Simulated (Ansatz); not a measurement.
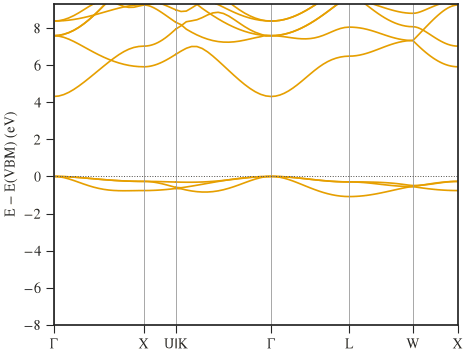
*Band structure from PBE (plane waves, PAW; program Ansatz)*

Read off the gap and where the band edges lie.

About 4.3 eV (4.31 eV by a search for the band edges); maximum at Γ, minimum at Γ.

The material is KBr (rock salt, space group No. 225).

Space group Fm-3m (rock salt). Symmetry was held in the PBE relaxation. Scalar-relativistic: spin–orbit coupling is off unless named, which matters more the heavier the elements.

Potentials: the later of the program's two PAW sets.
